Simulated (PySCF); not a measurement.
# C₃H₉BS: NMR shifts at several levels of theory, part 2 of 2

PySCF 2.14.0. Atoms count from 0. The steps go on from the part before.

## 8. Nuclear shieldings: PBE0/cc-pVTZ

The job: settings as JSON, then the geometry in Å.

```
{"job": {"kind": "nmr", "xc": "PBE0", "basis": "cc-pVTZ", "pop": true}, "charge": 0, "multiplicity": 1}
C     -2.405947     0.099760    -0.055434
C     -1.251000     1.078114    -0.279616
B      0.137484     0.517034     0.191282
S      1.523699     0.554372    -0.912986
C      2.902363    -0.138559     0.047257
H     -3.375787     0.542795    -0.330721
H     -2.469803    -0.212584     0.998846
H     -2.281072    -0.813684    -0.658101
H     -1.428760     1.988290     0.326657
H     -1.227308     1.416016    -1.329122
H      0.291480     0.053937     1.301009
H      3.170926     0.530828     0.874855
H      2.639906    -1.128285     0.442371
H      3.762520    -0.236264    -0.627939
```

With the program's defaults for keys left out, this is: GIAO PBE0/cc-pVTZ NMR shielding, non-relativistic, gas phase.

The log of the run:

```text
coarse grid: 11552 points
cycle   1  E = -542.5078572426  dE =  1.792e-01  |g| = 3.600e-01  |ddm| = 7.140e+00
cycle   2  E = -542.5027979662  dE =  5.059e-03  |g| = 3.965e-01  |ddm| = 1.398e+00
cycle   3  E = -542.5444844481  dE = -4.169e-02  |g| = 4.305e-02  |ddm| = 7.117e-01
cycle   4  E = -542.5448533558  dE = -3.689e-04  |g| = 2.413e-02  |ddm| = 1.062e-01
cycle   5  E = -542.5450106623  dE = -1.573e-04  |g| = 4.813e-03  |ddm| = 4.352e-02
cycle   6  E = -542.5450168354  dE = -6.173e-06  |g| = 1.676e-03  |ddm| = 9.735e-03
final grid: 104928 points
cycle   7  E = -542.5447764668  dE = -6.171e-05  |g| = 1.019e-02  |ddm| = 1.103e-01
cycle   8  E = -542.5447610784  dE =  1.539e-05  |g| = 1.262e-02  |ddm| = 3.510e-02
cycle   9  E = -542.5448011344  dE = -4.006e-05  |g| = 5.891e-04  |ddm| = 1.969e-02
cycle  10  E = -542.5448012330  dE = -9.863e-08  |g| = 2.421e-04  |ddm| = 1.219e-03
cycle  11  E = -542.5448012492  dE = -1.623e-08  |g| = 6.474e-05  |ddm| = 4.534e-04
cycle  12  E = -542.5448012503  dE = -1.103e-09  |g| = 1.928e-05  |ddm| = 1.221e-04
cycle  13  E = -542.5448012504  dE = -1.057e-10  |g| = 5.903e-06  |ddm| = 3.310e-05
converged SCF energy = -542.5448012504

GIAO shielding tensors (ppm)
atom      isotropic    diamagn.    paramagn.     s11        s22        s33       span
  0 C      176.115     241.290     -65.175    166.614    173.640    188.092     21.478
  1 C      166.440     241.191     -74.751    150.857    168.341    180.123     29.266
  2 B       30.363     195.310    -164.946    -32.801     13.395    110.497    143.298
  3 S      446.967    1059.160    -612.193    200.059    567.093    573.749    373.690
  4 C      168.077     241.360     -73.283    150.035    162.439    191.756     41.721
  5 H       30.065      28.134       1.931     25.672     27.694     36.828     11.156
  6 H       30.124      29.327       0.797     26.170     28.201     36.000      9.831
  7 H       30.570      29.613       0.956     26.332     29.064     36.313      9.981
  8 H       30.239      29.149       1.090     25.803     29.138     35.777      9.975
  9 H       29.825      30.107      -0.282     25.833     30.114     33.527      7.694
 10 H       24.121      32.123      -8.002     18.800     25.367     28.195      9.396
 11 H       28.840      28.916      -0.076     24.025     27.076     35.420     11.395
 12 H       28.812      29.809      -0.997     24.028     27.318     35.090     11.062
 13 H       29.395      28.510       0.885     24.292     27.278     36.615     12.323
```

Wall time 41 s (1 thread of Arm Neoverse V1, shared host); peak memory 1.1 GiB.

Key values: δ C1 20.9, C4 19.2, C0 11.2, B2 72.4, H10 7.17, H11 2.28 ppm (means over like atoms).

## 9. Shielding tensors: PBE0/aug-cc-pVDZ

Settings changed since step 8:

```diff
@@ -1,2 +1,2 @@
-{"job": {"kind": "nmr", "xc": "PBE0", "basis": "cc-pVTZ", "pop": true}, "charge": 0, "multiplicity": 1}
+{"job": {"kind": "nmr", "xc": "PBE0", "basis": "aug-cc-pVDZ", "pop": true}, "charge": 0, "multiplicity": 1}
 C     -2.405947     0.099760    -0.055434
```

Method: GIAO PBE0/aug-cc-pVDZ NMR shielding, non-relativistic, gas phase.

The log of the run:

```text
coarse grid: 11552 points
cycle   1  E = -542.4499548799  dE =  2.156e-01  |g| = 3.384e-01  |ddm| = 7.945e+00
cycle   2  E = -542.4457631285  dE =  4.192e-03  |g| = 3.706e-01  |ddm| = 1.566e+00
cycle   3  E = -542.4837956153  dE = -3.803e-02  |g| = 3.918e-02  |ddm| = 7.183e-01
cycle   4  E = -542.4841493353  dE = -3.537e-04  |g| = 1.833e-02  |ddm| = 1.115e-01
cycle   5  E = -542.4842476199  dE = -9.828e-05  |g| = 4.647e-03  |ddm| = 4.540e-02
cycle   6  E = -542.4842541684  dE = -6.549e-06  |g| = 1.195e-03  |ddm| = 1.190e-02
final grid: 104928 points
cycle   7  E = -542.4949669743  dE = -1.831e-05  |g| = 9.256e-03  |ddm| = 1.492e-01
cycle   8  E = -542.4949528748  dE =  1.410e-05  |g| = 1.169e-02  |ddm| = 4.039e-02
cycle   9  E = -542.4949901295  dE = -3.725e-05  |g| = 5.011e-04  |ddm| = 2.157e-02
cycle  10  E = -542.4949902107  dE = -8.124e-08  |g| = 1.622e-04  |ddm| = 1.265e-03
cycle  11  E = -542.4949902182  dE = -7.479e-09  |g| = 4.631e-05  |ddm| = 4.429e-04
cycle  12  E = -542.4949902188  dE = -6.569e-10  |g| = 1.590e-05  |ddm| = 1.344e-04
converged SCF energy = -542.4949902188

GIAO shielding tensors (ppm)
atom      isotropic    diamagn.    paramagn.     s11        s22        s33       span
  0 C      183.922     200.575     -16.653    174.883    181.309    195.573     20.690
  1 C      174.794     194.469     -19.674    160.703    175.885    187.796     27.093
  2 B       39.724     208.012    -168.288    -20.481     24.103    115.551    136.032
  3 S      482.526    1047.642    -565.116    243.613    595.229    608.736    365.123
  4 C      174.731     209.952     -35.221    156.271    167.839    200.081     43.811
  5 H       30.098      29.077       1.021     25.760     27.777     36.758     10.998
  6 H       30.184      26.561       3.623     26.342     28.263     35.946      9.604
  7 H       30.643      26.605       4.038     26.533     29.136     36.259      9.726
  8 H       30.225      25.042       5.183     25.892     29.119     35.664      9.772
  9 H       29.894      25.755       4.139     25.968     30.191     33.523      7.555
 10 H       23.973      21.284       2.689     18.849     25.307     27.762      8.913
 11 H       28.881      28.789       0.091     24.157     27.078     35.407     11.250
 12 H       28.858      27.012       1.846     24.182     27.311     35.081     10.900
 13 H       29.405      32.253      -2.847     24.359     27.328     36.529     12.170
```

Wall time 23 s (1 thread of Arm Neoverse V1, shared host); peak memory 0.89 GiB.

Key values: δ C4 20.4, C1 20.3, C0 11.2, B2 70.5, H10 7.42, H11 2.35 ppm (means over like atoms).

## 10. Shielding tensors: PBE0/IGLO-III

Settings changed since step 9:

```diff
@@ -1,2 +1,2 @@
-{"job": {"kind": "nmr", "xc": "PBE0", "basis": "aug-cc-pVDZ", "pop": true}, "charge": 0, "multiplicity": 1}
+{"job": {"kind": "nmr", "xc": "PBE0", "basis": "IGLO-III", "pop": true}, "charge": 0, "multiplicity": 1}
 C     -2.405947     0.099760    -0.055434
```

Level: GIAO PBE0/IGLO-III NMR shielding, non-relativistic, gas phase.

The log of the run:

```text
coarse grid: 11552 points
cycle   1  E = -542.5076800752  dE =  1.453e-01  |g| = 3.878e-01  |ddm| = 2.354e+00
cycle   2  E = -542.5022031916  dE =  5.477e-03  |g| = 4.004e-01  |ddm| = 6.402e-01
cycle   3  E = -542.5441265532  dE = -4.192e-02  |g| = 5.559e-02  |ddm| = 2.898e-01
cycle   4  E = -542.5447583113  dE = -6.318e-04  |g| = 2.842e-02  |ddm| = 7.669e-02
cycle   5  E = -542.5449706605  dE = -2.123e-04  |g| = 5.120e-03  |ddm| = 3.181e-02
cycle   6  E = -542.5449760457  dE = -5.385e-06  |g| = 2.197e-03  |ddm| = 5.236e-03
final grid: 104928 points
cycle   7  E = -542.5458340143  dE = -7.352e-05  |g| = 1.061e-02  |ddm| = 5.035e-02
cycle   8  E = -542.5458198984  dE =  1.412e-05  |g| = 1.258e-02  |ddm| = 1.412e-02
cycle   9  E = -542.5458571249  dE = -3.723e-05  |g| = 7.807e-04  |ddm| = 8.285e-03
cycle  10  E = -542.5458572800  dE = -1.551e-07  |g| = 2.645e-04  |ddm| = 9.060e-04
cycle  11  E = -542.5458572978  dE = -1.772e-08  |g| = 7.839e-05  |ddm| = 2.678e-04
cycle  12  E = -542.5458572992  dE = -1.408e-09  |g| = 1.965e-05  |ddm| = 6.324e-05
cycle  13  E = -542.5458572993  dE = -1.019e-10  |g| = 5.139e-06  |ddm| = 1.898e-05
converged SCF energy = -542.5458572993

GIAO shielding tensors (ppm)
atom      isotropic    diamagn.    paramagn.     s11        s22        s33       span
  0 C      172.352     245.255     -72.903    162.558    169.591    184.907     22.349
  1 C      162.820     247.855     -85.035    146.777    164.717    176.965     30.189
  2 B       23.369     196.439    -173.071    -41.445      5.794    105.757    147.203
  3 S      423.166    1060.948    -637.783    176.974    542.933    549.589    372.615
  4 C      164.610     249.439     -84.829    146.095    158.938    188.798     42.703
  5 H       30.144      26.493       3.651     25.741     27.813     36.877     11.136
  6 H       30.195      29.556       0.639     26.241     28.311     36.034      9.793
  7 H       30.646      30.032       0.614     26.392     29.187     36.360      9.968
  8 H       30.289      29.267       1.021     25.844     29.192     35.830      9.986
  9 H       29.937      30.785      -0.848     25.918     30.245     33.647      7.729
 10 H       24.108      33.462      -9.354     18.899     25.345     28.080      9.181
 11 H       28.879      29.082      -0.203     24.037     27.163     35.436     11.399
 12 H       28.853      30.601      -1.748     24.054     27.416     35.089     11.035
 13 H       29.472      27.739       1.734     24.373     27.443     36.600     12.227
```

Wall time 36 s (1 thread of Arm Neoverse V1, shared host); peak memory 1.1 GiB.

Key values: δ C1 21.0, C4 19.2, C0 11.4, B2 76.6, H10 7.27, H11 2.31 ppm (means over like atoms).

## 11. Shielding tensors: PBE0/pcSseg-0

Settings changed since step 10:

```diff
@@ -1,2 +1,2 @@
-{"job": {"kind": "nmr", "xc": "PBE0", "basis": "IGLO-III", "pop": true}, "charge": 0, "multiplicity": 1}
+{"job": {"kind": "nmr", "xc": "PBE0", "basis": "pcSseg-0", "pop": true}, "charge": 0, "multiplicity": 1}
 C     -2.405947     0.099760    -0.055434
```

With the program's defaults for keys left out, this is: GIAO PBE0/pcSseg-0 NMR shielding, non-relativistic, gas phase.

The log of the run:

```text
coarse grid: 11552 points
cycle   1  E = -541.6510508201  dE =  1.240e-01  |g| = 2.496e-01  |ddm| = 3.370e+00
cycle   2  E = -541.6531363240  dE = -2.086e-03  |g| = 2.520e-01  |ddm| = 7.433e-01
cycle   3  E = -541.6697768372  dE = -1.664e-02  |g| = 2.073e-02  |ddm| = 3.165e-01
cycle   4  E = -541.6698635944  dE = -8.676e-05  |g| = 1.090e-02  |ddm| = 4.776e-02
cycle   5  E = -541.6698966715  dE = -3.308e-05  |g| = 2.186e-03  |ddm| = 1.867e-02
cycle   6  E = -541.6698981629  dE = -1.491e-06  |g| = 6.982e-04  |ddm| = 4.712e-03
final grid: 104928 points
cycle   7  E = -541.6872574625  dE = -1.181e-05  |g| = 5.942e-03  |ddm| = 2.363e-02
cycle   8  E = -541.6872526064  dE =  4.856e-06  |g| = 7.275e-03  |ddm| = 1.482e-02
cycle   9  E = -541.6872668365  dE = -1.423e-05  |g| = 2.772e-04  |ddm| = 8.839e-03
cycle  10  E = -541.6872668608  dE = -2.427e-08  |g| = 1.238e-04  |ddm| = 6.379e-04
cycle  11  E = -541.6872668653  dE = -4.541e-09  |g| = 1.724e-05  |ddm| = 1.762e-04
cycle  12  E = -541.6872668654  dE = -8.345e-11  |g| = 8.453e-06  |ddm| = 4.373e-05
converged SCF energy = -541.6872668654

GIAO shielding tensors (ppm)
atom      isotropic    diamagn.    paramagn.     s11        s22        s33       span
  0 C      181.339     245.517     -64.178    171.223    180.056    192.737     21.514
  1 C      172.923     252.476     -79.552    155.631    176.442    186.698     31.067
  2 B       24.090     191.299    -167.209    -39.806      3.577    108.497    148.303
  3 S      465.883    1055.863    -589.980    158.280    589.153    650.217    491.937
  4 C      171.544     253.854     -82.310    153.208    163.696    197.728     44.520
  5 H       31.446      29.245       2.200     26.790     28.896     38.652     11.862
  6 H       31.553      28.720       2.832     27.198     29.776     37.684     10.486
  7 H       31.910      28.643       3.267     27.288     30.655     37.788     10.500
  8 H       31.720      31.251       0.469     27.033     30.285     37.842     10.809
  9 H       31.380      31.960      -0.581     26.912     31.831     35.396      8.484
 10 H       24.966      29.262      -4.295     20.405     26.167     28.327      7.923
 11 H       30.495      29.406       1.089     25.426     28.592     37.466     12.040
 12 H       30.523      29.004       1.519     25.479     28.913     37.176     11.697
 13 H       30.744      30.245       0.499     25.565     28.239     38.428     12.864
```

Wall time 5.3 s (1 thread of Arm Neoverse V1, shared host); peak memory 0.43 GiB.

Key values: δ C4 22.0, C1 20.6, C0 12.2, B2 80.8, H10 7.87, H11 2.24 ppm (means over like atoms).

## 12. Nuclear shieldings: PBE0/pcSseg-2

Settings changed since step 11:

```diff
@@ -1,2 +1,2 @@
-{"job": {"kind": "nmr", "xc": "PBE0", "basis": "pcSseg-0", "pop": true}, "charge": 0, "multiplicity": 1}
+{"job": {"kind": "nmr", "xc": "PBE0", "basis": "pcSseg-2", "pop": true}, "charge": 0, "multiplicity": 1}
 C     -2.405947     0.099760    -0.055434
```

Level: GIAO PBE0/pcSseg-2 NMR shielding, non-relativistic, gas phase.

The log of the run:

```text
coarse grid: 11552 points
cycle   1  E = -542.5055392075  dE =  1.718e-01  |g| = 3.688e-01  |ddm| = 2.359e+00
cycle   2  E = -542.5001201009  dE =  5.419e-03  |g| = 3.993e-01  |ddm| = 6.065e-01
cycle   3  E = -542.5426935374  dE = -4.257e-02  |g| = 4.644e-02  |ddm| = 3.086e-01
cycle   4  E = -542.5431394436  dE = -4.459e-04  |g| = 2.452e-02  |ddm| = 5.948e-02
cycle   5  E = -542.5432933300  dE = -1.539e-04  |g| = 4.861e-03  |ddm| = 2.405e-02
cycle   6  E = -542.5432985210  dE = -5.191e-06  |g| = 2.023e-03  |ddm| = 5.940e-03
final grid: 104928 points
cycle   7  E = -542.5511098157  dE = -8.312e-05  |g| = 9.612e-03  |ddm| = 3.887e-02
cycle   8  E = -542.5510965556  dE =  1.326e-05  |g| = 1.199e-02  |ddm| = 1.339e-02
cycle   9  E = -542.5511318349  dE = -3.528e-05  |g| = 4.972e-04  |ddm| = 8.103e-03
cycle  10  E = -542.5511318940  dE = -5.905e-08  |g| = 2.311e-04  |ddm| = 8.050e-04
cycle  11  E = -542.5511319074  dE = -1.344e-08  |g| = 6.910e-05  |ddm| = 2.641e-04
cycle  12  E = -542.5511319086  dE = -1.138e-09  |g| = 1.555e-05  |ddm| = 6.728e-05
cycle  13  E = -542.5511319086  dE = -6.366e-11  |g| = 4.511e-06  |ddm| = 1.687e-05
converged SCF energy = -542.5511319086

GIAO shielding tensors (ppm)
atom      isotropic    diamagn.    paramagn.     s11        s22        s33       span
  0 C      172.305     239.585     -67.280    162.466    169.672    184.777     22.311
  1 C      162.702     243.317     -80.615    146.508    164.686    176.912     30.404
  2 B       22.253     198.685    -176.432    -43.427      4.367    105.820    149.247
  3 S      417.589    1058.943    -641.354    169.940    538.512    544.315    374.376
  4 C      164.496     242.019     -77.523    145.759    158.905    188.825     43.066
  5 H       29.987      27.254       2.733     25.540     27.609     36.812     11.272
  6 H       30.054      29.671       0.384     26.059     28.113     35.990      9.931
  7 H       30.500      30.133       0.367     26.208     29.000     36.290     10.082
  8 H       30.152      29.624       0.529     25.681     29.028     35.749     10.068
  9 H       29.753      31.114      -1.361     25.730     30.035     33.495      7.765
 10 H       24.054      33.172      -9.118     18.740     25.258     28.164      9.424
 11 H       28.803      29.037      -0.234     23.920     27.078     35.410     11.491
 12 H       28.778      30.361      -1.583     23.926     27.316     35.092     11.166
 13 H       29.362      27.986       1.376     24.284     27.205     36.597     12.313
```

Wall time 57 s (1 thread of Arm Neoverse V1, shared host); peak memory 1.2 GiB.

This run: δ C1 21.4, C4 19.6, C0 11.8, B2 76.8, H10 7.19, H11 2.26 ppm (means over like atoms).

## 13. Run by run: NMR shifts

Shifts (ppm) of some atoms, chosen among heavy atoms and hydrogens apart, means over like atoms, with basis size and wall time:

| run | C1 | C4 | C0 | H10 | H11 | B2 | S3 | functions | time |
| --- | --- | --- | --- | --- | --- | --- | --- | --- | --- |
| PBE0/6-31G* | 18.8 | 17.9 | 11.7 | 7.34 | 2.08 | 68.9 | 70 | 92 | 7.5 s |
| PBE0/6-311+G(2d,p) | 20.4 | 19.3 | 10.8 | 7.31 | 2.31 | 71.8 | 87 | 197 | 20 s |
| PBE0/def2-SVP | 17.8 | 18.3 | 11.0 | 7.18 | 2.08 | 70.8 | 77 | 119 | 9.3 s |
| PBE0/def2-TZVP | 20.6 | 19.2 | 11.6 | 7.35 | 2.25 | 73.1 | 92 | 215 | 27 s |
| PBE0/cc-pVDZ | 20.6 | 19.5 | 12.4 | 7.21 | 2.17 | 71.8 | 65 | 119 | 10 s |
| PBE0/cc-pVTZ | 20.9 | 19.2 | 11.2 | 7.17 | 2.28 | 72.4 | 78 | 280 | 41 s |
| PBE0/aug-cc-pVDZ | 20.3 | 20.4 | 11.2 | 7.42 | 2.35 | 70.5 | 75 | 200 | 23 s |
| PBE0/IGLO-III | 21.0 | 19.2 | 11.4 | 7.27 | 2.31 | 76.6 | 96 | 274 | 36 s |
| PBE0/pcSseg-0 | 20.6 | 22.0 | 12.2 | 7.87 | 2.24 | 80.8 | 50 | 67 | 5.3 s |
| PBE0/pcSseg-2 | 21.4 | 19.6 | 11.8 | 7.19 | 2.26 | 76.8 | 85 | 313 | 57 s |

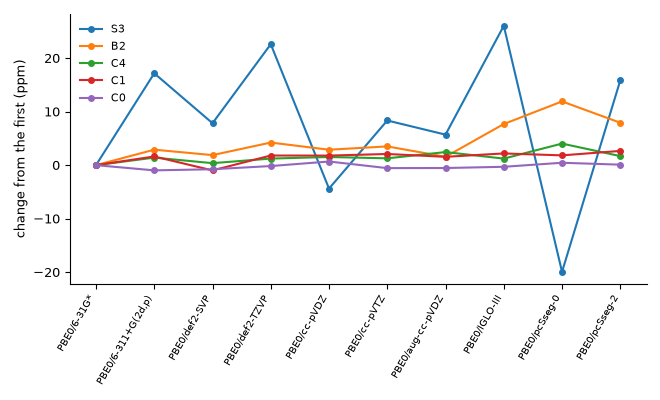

How five of the tabulated atoms move from run to run.

## 14. Outcome

The summary covers parts 1 to 2.

| quantity | value |
| --- | --- |
| point group | C1 |
| rotational constants (main isotopes) | 12.26, 1.59, 1.51 GHz |
| 13C shifts against TMS (PBE0/6-31G*) | 18.8, 17.9, 11.7 ppm |
| 1H shifts against TMS (PBE0/6-31G*, means over atoms taken as alike) | 7.34, 2.08, 1.32, 1.12 ppm |
| 11B shifts against BF3·OEt2 (PBE0/6-31G*) | 68.9 ppm |
| 33S shifts against CS2 (PBE0/6-31G*) | 70 ppm |
| range of the shift of S3 | 50 to 96 ppm |

Single values in the summary come from the first run of each kind that ended normally (PBE0/6-31G*), which need not be the best level. Relaxing lowered the energy by 0.123 eV in 5 steps; the close pair that moved most is C4–H13, from 1.062 to 1.098 Å. At PBE0/6-31G*: The largest span, 362 ppm, is at S3, where the paramagnetic term is -582 ppm. Across the 10 runs the shift of S3 moves most, between 50 (PBE0/pcSseg-0) and 96 ppm (PBE0/IGLO-III).
